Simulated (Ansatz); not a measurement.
# KTaSe3 (model cell, started as cubic perovskite with Ta in the octahedra): a soft mode frozen in

Aim: this structure of KTaSe3 (model cell, started as cubic perovskite with Ta in the octahedra) is to be tested for unstable modes, and one is followed downhill.

Calculated with Ansatz 0.2.0; DFT LDA, scalar-relativistic, plane waves, PAW.

The structure was built from a prototype and need not be the compound's stable phase.

## (1) The structure

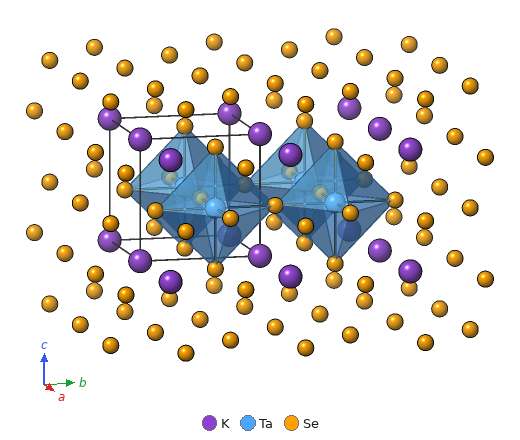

The starting structure, seen slightly off an axis (potassium purple, tantalum blue, selenium orange). 2×2×1 cells are drawn. Some periodic images of atoms are drawn too.

Structure file:

```cif
data_structure
_symmetry_space_group_name_H-M 'P 1'
_symmetry_Int_Tables_number 1
_cell_length_a 4.9980
_cell_length_b 4.9980
_cell_length_c 4.9980
_cell_angle_alpha 90.000
_cell_angle_beta 90.000
_cell_angle_gamma 90.000
_cell_volume 124.85
loop_
_atom_site_label
_atom_site_type_symbol
_atom_site_fract_x
_atom_site_fract_y
_atom_site_fract_z
_atom_site_occupancy
K1 K 0.00000 0.00000 0.00000 1
Ta2 Ta 0.50000 0.50000 0.50000 1
Se3 Se 0.50000 0.50000 0.00000 1
Se4 Se 0.50000 0.00000 0.50000 1
Se5 Se 0.00000 0.50000 0.50000 1
```

## (2) Phonons on a q mesh

The cell comes from relaxations at this level that are not shown. Stability and thermal properties need the whole zone. Linear response on a 2×2×2 q mesh gives force constants as far as a supercell of that size would.

input.yaml reads:

```yaml
crystal:
  lattice:
    - [4.9979636076, 0.0, 0.0]
    - [0.0, 4.9979636076, 0.0]
    - [0.0, 0.0, 4.9979636076]
  atoms:
    - { symbol: K, position: [0.0, 0.0, 0.0] }
    - { symbol: Ta, position: [0.5, 0.5, 0.5] }
    - { symbol: Se, position: [0.5, 0.5, 0.0] }
    - { symbol: Se, position: [0.5, 0.0, 0.5] }
    - { symbol: Se, position: [0.0, 0.5, 0.5] }
kpoints:
  mp_grid: { grid: [6, 6, 6] }
hamiltonian:
  xc: lda
scf:
  occupations: { method: methfessel_paxton, width: 0.15 }
output:
  eigenvalues: true
phonons:
  method: dfpt
  qmesh: [2, 2, 2]
  temperatures: { t_max: 1000, t_step: 50 }
  qpath:
    path:
      - [[0.0, 0.0, 0.0], [0.0, 0.5, 0.0], [0.5, 0.5, 0.0], [0.0, 0.0, 0.0], [0.5, 0.5, 0.5], [0.0, 0.5, 0.0]]
      - [[0.5, 0.5, 0.5], [0.5, 0.5, 0.0]]
    npoints: 10
```

On the command line:

```bash
ansatz run input.yaml --threads 8 --pin off --max-ram 14336MiB --backend cpu --events-out ev --progress --plain --runs-dir out
```

Numbers of over 12 decimals in the logs are rounded to 6 here.

The program printed:

```text
Engine: ansatz 0.2.0, x86_64-unknown-linux-gnu
Pseudopotentials: kind: paw
Pseudopotential: K, paw, valence charge 9, recommended cutoff 420 eV (normal), K.paw.azcp
Pseudopotential: Ta, paw, valence charge 13, recommended cutoff 420 eV (normal), Ta.paw.azcp
Pseudopotential: Se, paw, valence charge 16, recommended cutoff 420 eV (normal), Se.paw.azcp
Functional definition: SPW92
  exchange = slater_x
  correlation = pw_c
Crystal: 5 atoms, lattice volume = 124.847 Å³
Basis set: ecut = 420 eV, 2469 PW (Γ), exchange–correlation on 72×72×72 points (8 copies of the dense FFT grid, shifted against one another)
Bands: 42, of which v1, the nominal top of the filled ones, is band 35 counted from 1 (34 counted from 0)
Symmetry: 48 space group operations
k-points: 20 of 216
Non-local potential: K, projectors of the file, l = 0: 3, l = 1: 2, l = 2: 2
Non-local potential: Ta, projectors of the file, l = 0: 3, l = 1: 2, l = 2: 2, l = 3: 1
Non-local potential: Se, projectors of the file, l = 0: 2, l = 1: 2, l = 2: 3, l = 3: 1
PAW form: soft (Blöchl's): semilocal exchange-correlation on the pseudo side does not see the compensation charge
PAW frozen core: K, regenerated for the run's functional, and the local potential with it (the file was generated under x = pbe(κ = 0.804, μ = 0.219515), c = pbe(β = 0.066725))
PAW frozen core: Ta, regenerated for the run's functional, and the local potential with it (the file was generated under x = pbe(κ = 0.804, μ = 0.219515), c = pbe(β = 0.066725))
PAW frozen core: Se, regenerated for the run's functional, and the local potential with it (the file was generated under x = pbe(κ = 0.804, μ = 0.219515), c = pbe(β = 0.066725))
PAW one-centre angular grid: K, 110 points (default); XC on 64 Gauss nodes
PAW one-centre angular grid: Ta, 590 points (default); XC on 64 Gauss nodes
PAW one-centre angular grid: Se, 590 points (default); XC on 64 Gauss nodes
Initial density: superposition of atomic densities (neutral atoms: chi_scale 0, normalization atom), corrected by the library's trained network
Initial wavefunctions: pseudopotential atomic-orbital guess
Functional: x = slater, c = lda
SCF iter   1: F=—  HF=-27332.562215 eV  |F-HF|=—  |Δ(HF+E_count)|=         —  Δρ=5.05e-3  dr2=2.08e-2  ethr=1.77e-3  ⟨swp⟩=6.8  Hψ=3140  notcnv=0
preconditioner: auto → Resta (q_TF=auto, 2.477 Å⁻¹)  ε∞=4.2  [insulator: Δε(μ)=0.262 eV  Ē_g=10.137 eV  σ=0.150 eV  W_gap=0.79  n_scr=26 (ndim 8)  ℏωp=18.2 eV  f_vac=0.050  D(μ)=0.60/eV (n_scr^D=0)  ε∞_Penn≈4.2]
SCF iter   2: F=—  HF=-27332.559731 eV  |F-HF|=—  |Δ(HF+E_count)|=   2.48e-3  S|Δr|=    0.00e0  Δρ=2.76e-3  dr2=4.77e-3  ethr=2.98e-5  ⟨swp⟩=2.7  Hψ=1551  notcnv=0
SCF iter   3: F=—  HF=-27332.559103 eV  |F-HF|=—  |Δ(HF+E_count)|=   6.28e-4  S|Δr|=    0.00e0  Δρ=1.07e-3  dr2=1.31e-3  ethr=6.81e-6  ⟨swp⟩=2.5  Hψ=1453  notcnv=0
SCF iter   4: F=—  HF=-27332.558945 eV  |F-HF|=—  |Δ(HF+E_count)|=   1.58e-4  S|Δr|=    0.00e0  Δρ=1.75e-4  dr2=7.94e-5  ethr=1.87e-6  ⟨swp⟩=2.0  Hψ=883  notcnv=0
SCF iter   5: F=—  HF=-27332.558944 eV  |F-HF|=—  |Δ(HF+E_count)|=   7.10e-7  S|Δr|=    0.00e0  Δρ=4.66e-5  dr2=4.52e-6  ethr=1.13e-7  ⟨swp⟩=2.0  Hψ=1005  notcnv=0
SCF iter   6: F=—  HF=-27332.558944 eV  |F-HF|=—  |Δ(HF+E_count)|=   3.84e-9  S|Δr|=    0.00e0  Δρ=1.64e-5  dr2=4.40e-7  ethr=6.45e-9  ⟨swp⟩=2.0  Hψ=1481  notcnv=0
SCF iter   7: F=—  HF=-27332.558944 eV  |F-HF|=—  |Δ(HF+E_count)|=   1.60e-7  S|Δr|=    0.00e0  Δρ=5.47e-6  dr2=4.53e-8  ethr=6.28e-10  ⟨swp⟩=2.0  Hψ=1480  notcnv=0
SCF iter   8: F=—  HF=-27332.558944 eV  |F-HF|=—  |Δ(HF+E_count)|=   2.53e-8  S|Δr|=    0.00e0  Δρ=1.50e-6  dr2=2.22e-9  ethr=6.47e-11  ⟨swp⟩=2.0  Hψ=1480  notcnv=0
SCF iter   9: F=—  HF=-27332.558944 eV  |F-HF|=—  |Δ(HF+E_count)|=  1.46e-11  S|Δr|=    0.00e0  Δρ=1.80e-7  dr2=4.18e-11  ethr=3.18e-12  ⟨swp⟩=2.0  Hψ=1056  notcnv=0
SCF iter  10: F=-27332.558944 eV  HF=-27332.558944 eV  |F-HF|=7.28e-12  |Δ(HF+E_count)|=  3.64e-12  S|Δr|=    0.00e0  Δρ=3.77e-8  dr2=2.28e-12  ethr=1.00e-12  ⟨swp⟩=8.7  Hψ=4204  notcnv=0
SCF 1 converged in 10 iterations: F = -27332.558944 eV  dr2 = 2.28e-12
  greatest PAW one-centre occupation: 1.000 electrons in one spin orbital (limit 2), on the Ta atom at site 1 (counted from 0), in its partial waves of l = 0
Initial density: read from a saved state, or passed on in memory by an earlier SCF of this step, an earlier step, the calling program or the single point that the run made first
iter 1 solved again at ethr=1.97e-7 eV; its pass at ethr=3.10e-3 eV (dr2=1.38e-4 eV) is discarded
SCF iter   1: F=—  HF=-27332.558944 eV  |F-HF|=—  |Δ(HF+E_count)|=         —  Δρ=5.26e-7  dr2=1.59e-10  ethr=1.97e-7  ⟨swp⟩=3.0  Hψ=5127  notcnv=0
eigensolver tolerance schedule: the retry pair's looser diagonalisation over-reported the residual by 865483.62 of it (diagonalisation noise at an unbounded share of the residual, at the tolerance the schedule requests for it); recorded, not acted on — ethr = c·dr2/N_el stays at c = 1.0e-1
preconditioner: auto → Resta (q_TF=auto, 2.477 Å⁻¹)  ε∞=4.2  [insulator: Δε(μ)=0.261 eV  Ē_g=10.169 eV  σ=0.150 eV  W_gap=0.79  n_scr=26 (ndim 8)  ℏωp=18.2 eV  f_vac=0.043  D(μ)=0.38/eV (n_scr^D=0)  ε∞_Penn≈4.2]
SCF iter   2: F=—  HF=-27332.558944 eV  |F-HF|=—  |Δ(HF+E_count)|=   6.24e-7  S|Δr|=    0.00e0  Δρ=2.61e-7  dr2=7.79e-11  ethr=1.00e-12  ⟨swp⟩=3.7  Hψ=2306  notcnv=0
SCF iter   3: F=—  HF=-27332.558944 eV  |F-HF|=—  |Δ(HF+E_count)|=  3.64e-11  S|Δr|=    0.00e0  Δρ=1.68e-7  dr2=1.80e-11  ethr=1.00e-12  ⟨swp⟩=1.0  Hψ=840  notcnv=0
SCF iter   4: F=-27332.558944 eV  HF=-27332.558944 eV  |F-HF|=0.00e0  |Δ(HF+E_count)|=  1.46e-11  S|Δr|=    0.00e0  Δρ=1.15e-7  dr2=7.69e-12  ethr=1.00e-12  ⟨swp⟩=4.3  Hψ=2164  notcnv=0
SCF 2 converged in 4 iterations: F = -27332.558944 eV  dr2 = 7.69e-12
phonons: the bands overlap, so this run is a metal and interpolates without the dipole-dipole term. If the crystal is really an insulator or semiconductor, its LO-TO splitting is missing
NSCF: frozen V_eff on 20 k-points
NSCF: frozen V_eff on 64 k-points
DFPT response loops at q = (0, 0, 0) (fractional): preconditioner auto → Kerker (q_TF=auto, 2.477 Å⁻¹) (partly filled bands, converged f_vac=0.043); β = 1.00, the filter's whole step (`scf.mixing.beta` (0.50) is not read by the response loops under this deck's `scf.mixing.preconditioner`; to damp them name `kerker` or `kerker_dos`, under which they read `scf.mixing.beta`, and type it under 1.00, their step now; both keys bind the ground state too); Broyden in place of MSR1
NSCF: frozen V_eff on 128 k-points
DFPT response loops at q = (0, 0, -0.5) (fractional): mixed as the last ones told, above
NSCF: frozen V_eff on 128 k-points
DFPT response loops at q = (0, -0.5, -0.5) (fractional): mixed as the last ones told, above
NSCF: frozen V_eff on 128 k-points
DFPT response loops at q = (-0.5, -0.5, -0.5) (fractional): mixed as the last ones told, above
SCF converged after 10 iterations
Stability not checked: this state was not tested for a lower state beside it, because cold or Methfessel-Paxton smearing, or corrected tetrahedra, fill the levels in a way that the test cannot read (fill_not_monotonic; see scf.lower_state_search)
Free energy (F): -27332.558944 eV
Harris-Foulkes:  -27332.558944 eV  (|F-HF|=7.28e-12)
Internal energy: -27332.566351 eV  (E = F + TS)
E sigma→0 (E₀):  -27332.560796 eV
Entropy (-TS):   0.007407 eV (1.481 meV/atom)
Fermi energy:    8.672693 eV
Step filling:    the computed levels leave a gap of 0.2614 eV = 1.7 smearing widths at the electron count; against every level under it full and every level over it empty, smearing changes F+E_penalty+E_count by +2.297 meV and its σ→0 estimate by +0.446 meV
--- Per-component energies (eV) ---
  E_band       = -1449.912990
  E_kinetic    = 981.061621
  E_local      = -9345.309341  (includes V_loc(G=0)·N_el)
  E_nonlocal   = -1734.219997
  E_hartree    = 4409.565603
  E_xc         = -662.431293
  E_vxc        = -665.447392  (∫ρ·V_xc dr)
  E_paw        = -14370.799592  (= ΣΔE_a)
  E_vpaw       = 494.872686  (= ΣTr[D̂ρ^β])
  E_aug_tail   = -0.001753  (compensation charges beyond the density's cutoff)
  E_ewald      = -6617.600089
  E_core_change = 7.168490  (= ΣΔE_core)
  E_smearing   = 0.007407  (= −TS)
  E_closure    = 0.000000  (closes the sum)
  Σ components = -27332.558944   (vs F -27332.558944, Δ=0.00e0)
--- Band table (eV; the first three rows and the last of 20) ---
  k-point 0: bands = [... 31 lower, 7.2668, 7.6512, 7.6512, 7.6512, 8.0658, 8.0658, 8.0658, 10.0396, ... 3 higher]
  k-point 1: bands = [... 31 lower, 7.0806, 7.0862, 7.6671, 7.7633, 7.7633, 8.8881, 8.8881, 10.0618, ... 3 higher]
  k-point 2: bands = [... 31 lower, 6.1165, 6.7761, 7.6995, 7.7402, 7.7402, 10.0069, 10.0069, 10.0909, ... 3 higher]
  k-point 19: bands = [... 31 lower, 3.9312, 8.7874, 8.7874, 8.7874, 10.7385, 10.7385, 10.7385, 11.8414, ... 3 higher]
--- Phonons (Γ-DFPT): 4 representative perturbations + reference (Σ response iterations 12) ---
  ASR residual: 2.409e-5 → 0.000e0 eV/Å²; symmetrization residual: 1.069e-5 eV/Å²
  ASR residual per site (eV/Å²): 1.53e-5 2.41e-5 8.40e-6 8.40e-6 8.40e-6
  Γ frequencies (cm⁻¹): 0.00 0.00 0.00 51.99 51.99 51.99 70.82 70.82 70.82 81.24 81.24 81.24 232.28 232.28 232.28
--- Phonons (arbitrary-q DFPT): 4 irreducible q on the 2×2×2 mesh ---
  q = [0.0000, 0.0000, 0.0000] (star 1, of the zone-centre solve; hermiticity 1.68e-6, symmetrization 8.17e-12): 0.00 0.00 0.00 51.99 51.99 51.99 70.82 70.82 70.82 81.24 81.24 81.24 232.28 232.28 232.28
  q = [0.0000, 0.0000, -0.5000] (star 3, 9 solved perturbations in 504 linear systems a pass and spin channel, the states on 64 of 216 k-point pairs; hermiticity 8.60e-7, symmetrization 1.17e-12): 14.41 14.41 66.58 66.58 66.67 66.67 82.07 83.65 93.70 95.19 95.19 152.82 230.56 230.56 270.09
  q = [0.0000, -0.5000, -0.5000] (star 3, 9 solved perturbations in 504 linear systems a pass and spin channel, the states on 64 of 216 k-point pairs; hermiticity 1.10e-6, symmetrization 9.88e-13): -49.12 -20.12 66.15 66.15 71.07 91.97 91.97 94.31 94.31 129.34 154.73 154.73 158.36 229.17 287.69
  q = [-0.5000, -0.5000, -0.5000] (star 1, 4 solved perturbations in 184 linear systems a pass and spin channel, the states on 64 of 216 k-point pairs; hermiticity 8.33e-8, symmetrization 3.05e-12): -50.89 -50.89 -50.89 70.91 70.91 70.91 96.06 96.06 130.28 130.28 130.28 155.98 155.98 155.98 303.59
  sum rule: each row above includes the acoustic sum rule's correction from the zone centre's row sums; it moved no ω² by more than (0.33 cm⁻¹)²
  mesh force constants: q→R imaginary residual 2.11e-18; ASR residual 2.409e-5 → 0.000e0 eV/Å²; symmetrization residual 1.599e-14 eV/Å²
  interpolated dispersion: 62 rows × 15 modes
  density of states and harmonic sums: on the 14×14×14 q-mesh, interpolated from the force constants of a 2×2×2 supercell (no non-analytic term)
  largest difference from the sums on the solved wave vectors: F 2.52e-1 eV, S 3.43e-4 and C_V 9.11e-5 eV/K
  zero-point energy: 0.101950 eV/cell   skipped modes (ω ≤ 0): 74, of them read as no rigid motion or as one in doubt: 71 (4.450e-1 modes/cell left out, lowest -50.89 cm⁻¹)   left out of the sums: 2.97e-2 of the cell's modes: C_V's classical limit lies that fraction below 3 k_B per atom; for a crystal, a wire or a layer, F and S can be off by more, and a phonons.interpolated_qmesh denser along its periods is the remedy for the sampling
```

Run time: 4.4 min. Hardware: 8 threads of Intel Xeon Platinum 8375C at 2.90GHz (Ice Lake), shared host; peak memory 1.4 GiB; 20 min of CPU time.

This step gave:

| Property | Result |
| --- | --- |
| volume per atom | 24.97 Å³ |
| gap on the k-mesh | 0 eV |
| sum-rule residual before enforcement | 2.41e-5 eV/Å² |
| lowest frequency on the path | -50.89 cm⁻¹ |
| point group | m-3m |
| highest frequency on the path or at a solved wavevector | 303.6 cm⁻¹ |
| highest optical mode at the zone centre (no LO-TO term) | 232.3 cm⁻¹ |
| lowest optical zone-centre mode | 51.99 cm⁻¹ |
| lowest mode on the q mesh (acoustic modes at Γ apart) | -50.89 cm⁻¹ |

Frequencies (cm⁻¹) solved at each irreducible wavevector; negative means imaginary. Frequencies by wavevector, by row:

```
q in reciprocal lattice units  star  mode 1  mode 2  mode 3  mode 4  mode 13  mode 14  mode 15
                        0 0 0     1       0       0       0      52    232.3    232.3    232.3
                     0 0 -0.5     3    14.4    14.4    66.6    66.6    230.6    230.6    270.1
                  0 -0.5 -0.5     3   -49.1   -20.1    66.2    66.2    158.4    229.2    287.7
               -0.5 -0.5 -0.5     1   -50.9   -50.9   -50.9    70.9      156      156    303.6
```

Interpolated from a 2×2×2 q mesh. The phonon branches at the labelled points (cm⁻¹):

```
    point  branch 1  branch 2  branch 3  branch 4  branch 12  branch 13  branch 14  branch 15
        Γ         0         0         0        52         81        232        232        232
        X        14        14        67        67        153        231        231        270
        M       -49       -20        66        66        155        158        229        288
        Γ         0         0         0        52         81        232        232        232
        R       -51       -51       -51        71        156        156        156        304
        X        14        14        67        67        153        231        231        270
jump to R       -51       -51       -51        71        156        156        156        304
        M       -49       -20        66        66        155        158        229        288
```

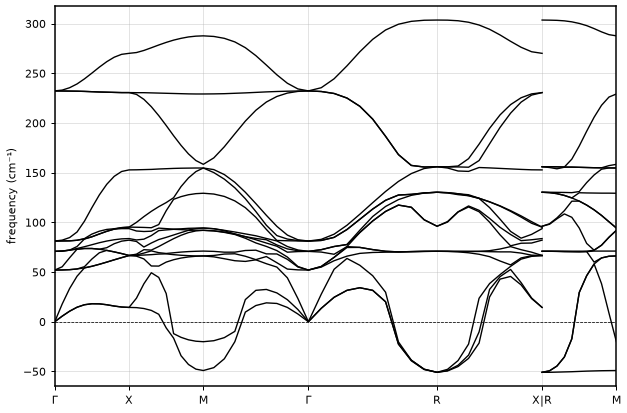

Phonon branches along the path.

Symmetry leaves 4 wavevectors to solve. The lowest mode among them, the acoustic zeros apart, lies at q = (-0.5, -0.5, -0.5) and is imaginary, 50.9i cm⁻¹, so the energy falls along it.

## (3) The mode frozen in, largest atomic shift 0 Å

The mode followed lies at q = (0, -0.5, -0.5) with frequency 20.1i cm⁻¹, one of the unstable modes though not the softest. At small amplitude the distorted cell has space group no. 129 by a symmetry search on the positions. The undistorted cell that holds it gives the zero of energy on the same k mesh.

System of this step: KTaSe3 (model cell, started as cubic perovskite with Ta in the octahedra). The structure is cubic, space group Pm-3m (No. 221). Conventional cell: a = 4.998 Å, b = 4.998 Å, c = 4.998 Å, α = 90.00°, β = 90.00°, γ = 90.00°. Nearest to K lie 12 Se at 3.53 Å. Nearest to Ta lie 6 Se at 2.50 Å. Nearest to Se lie 2 Ta at 2.50 Å and 4 K at 3.53 Å. Nearest to Se lie 2 Ta at 2.50 Å and 4 K at 3.53 Å. Farther neighbours and most contacts between anions are not listed.

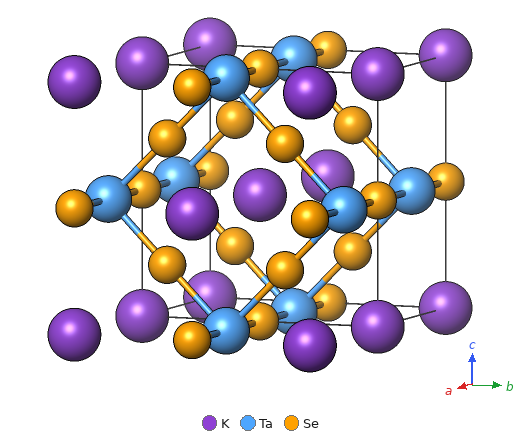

The cell of this step (potassium purple, tantalum blue, selenium orange). 2×1×1 cells are drawn. Some periodic images of atoms are drawn too.

input.yaml reads:

```yaml
crystal:
  lattice:
    - [-4.9979636076, 0.0, 0.0]
    - [0.0, -4.9979636076, -4.9979636076]
    - [0.0, -4.9979636076, 4.9979636076]
  atoms:
    - { symbol: K, position: [0.0, 1.0, 0.0] }
    - { symbol: K, position: [0.0, 0.5, 0.5] }
    - { symbol: Ta, position: [0.5, 0.0, 0.5] }
    - { symbol: Ta, position: [0.5, 0.5, 0.0] }
    - { symbol: Se, position: [0.5, 0.75, 0.75] }
    - { symbol: Se, position: [0.5, 0.25, 0.25] }
    - { symbol: Se, position: [0.5, 0.25, 0.75] }
    - { symbol: Se, position: [0.5, 0.75, 0.25] }
    - { symbol: Se, position: [0.0, 0.0, 0.5] }
    - { symbol: Se, position: [0.0, 0.5, 0.0] }
kpoints:
  mp_grid: { grid: [6, 4, 4] }
hamiltonian:
  xc: lda
scf:
  occupations: { method: methfessel_paxton, width: 0.15 }
output:
  forces: true
  stress: true
  eigenvalues: true
```

The program printed:

```text
[...]
Crystal: 10 atoms, lattice volume = 249.695 Å³
Basis set: ecut = 420 eV, 4933 PW (Γ)
Bands: 84, of which v1, the nominal top of the filled ones, is band 70 counted from 1 (69 counted from 0)
Symmetry: 32 space group operations
[...]
k-points: 24 of 96
[...]
k-point 0: bands = [... 66 lower, 7.6671, 7.6686, 7.6686, 8.0634, 8.0668, 8.0668, 8.7230, 10.0579, ... 10 higher]
  k-point 1: bands = [... 66 lower, 7.2557, 7.2653, 7.5530, 8.3577, 8.5150, 8.6610, 8.6878, 10.1826, ... 10 higher]
  k-point 2: bands = [... 66 lower, 6.8043, 6.8043, 7.7368, 7.7368, 9.4655, 9.4655, 9.4918, 9.4918, ... 10 higher]
  k-point 23: bands = [... 66 lower, 6.4264, 6.4264, 8.7133, 8.7133, 10.4909, 10.4909, 10.4949, 10.4949, ... 10 higher]
[key lines of the parts left out:]
SCF converged after 6 iterations
Free energy (F): -54665.073064 eV
Fermi energy:    8.548862 eV
P = ⅓ Tr σ = 0.0311 GPa (0.311 kbar)
```

Elapsed: 4.5 s, on 8 threads; peak memory 1.3 GiB; 29 s of CPU time.

Numbers from this step:

| Property | Result |
| --- | --- |
| pressure | 0.03107 GPa |
| energy from the undistorted cell | 0 meV/atom |

The run ends at a pressure of 0.03 GPa.

## (4) The mode frozen in, largest atomic shift 0.08 Å

The atoms are moved along the unstable eigenvector, the largest shift by 0.08 Å, with the cell fixed.

input.yaml, the sections that differ from step 3:

```yaml
crystal:
  lattice:
    - [-4.9979636076, 0.0, 0.0]
    - [0.0, -4.9979636076, -4.9979636076]
    - [0.0, -4.9979636076, 4.9979636076]
  atoms:
    - { symbol: K, position: [0.0, 1.0, 0.0] }
    - { symbol: K, position: [0.0, 0.5, 0.5] }
    - { symbol: Ta, position: [0.5160065191, 0.0, 0.5] }
    - { symbol: Ta, position: [0.4839934809, 0.5, 0.0] }
    - { symbol: Se, position: [0.5, 0.75, 0.75] }
    - { symbol: Se, position: [0.5, 0.25, 0.25] }
    - { symbol: Se, position: [0.5, 0.25, 0.75] }
    - { symbol: Se, position: [0.5, 0.75, 0.25] }
    - { symbol: Se, position: [0.0078184874, 0.0, 0.5] }
    - { symbol: Se, position: [-0.0078184874, 0.5, 0.0] }
# kpoints, hamiltonian, scf, output: as in step 3
```

The program printed:

```text
[...]
Crystal: 10 atoms, lattice volume = 249.695 Å³
Basis set: ecut = 420 eV, 4933 PW (Γ)
Bands: 84, of which v1, the nominal top of the filled ones, is band 70 counted from 1 (69 counted from 0)
Symmetry: 16 space group operations
[...]
k-points: 24 of 96
[...]
k-point 0: bands = [... 66 lower, 7.6708, 7.6909, 7.6909, 8.0410, 8.0410, 8.0565, 8.7271, 10.0413, ... 10 higher]
  k-point 1: bands = [... 66 lower, 7.2283, 7.2450, 7.5491, 8.3580, 8.5368, 8.6659, 8.6888, 10.1980, ... 10 higher]
  k-point 2: bands = [... 66 lower, 6.7840, 6.7840, 7.7408, 7.7408, 9.4745, 9.4745, 9.5118, 9.5118, ... 10 higher]
  k-point 23: bands = [... 66 lower, 6.4343, 6.4343, 8.7124, 8.7124, 10.4828, 10.4828, 10.4887, 10.4888, ... 10 higher]
[key lines of the parts left out:]
SCF converged after 6 iterations
Free energy (F): -54665.073710 eV
Fermi energy:    8.554882 eV
P = ⅓ Tr σ = 0.0348 GPa (0.348 kbar)
```

The job ended after 6.1 s (8 threads; peak memory 1.3 GiB; 39 s of CPU time).

This step gave:

```yaml
pressure: 0.03480 GPa
energy_from_the_undistorted_cell: -0.069 meV/atom
```

The energy, extrapolated to zero smearing, is -0.07 meV/atom against the undistorted cell.

The run ends at a pressure of 0.03 GPa, with forces up to 0.031 eV/Å.

(Continued in part 2 of 3.)

[Logs are printed without paths, hosts, clocks, repeated set-up lines and the standing remarks that a program may print on its own settings, such as how far it seeks lower states.]

[Hosts, paths, dates, database ids (printed as entryN), source tags and the programs' standing remarks are cut or masked in the printed files.]
